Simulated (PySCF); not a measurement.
B(H)(I)2, SMILES IBI (HBI₂) at its PBE0/def2-SVP optimised geometry (Å):

```
4

B     -0.4807    -0.3570     0.0000
H     -1.0534    -1.4115    -0.0019
I      1.6267    -0.3570     0.0000
I     -1.6267     1.4115     0.0000
```

Calculation: PBE0/def2-TZVP, def2 effective core potentials past Kr (PySCF). The core electrons that the potentials of I replace are not part of the density.

Map of the Laplacian of the electron density (e/bohr⁵), clipped to [-1.50, 1.50] on the plane z = 0.6 Å:

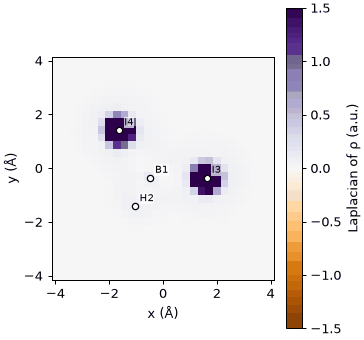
Figure. Laplacian of the electron density (e/bohr⁵), clipped to [-1.50, 1.50] on the plane z = 0.6 Å.
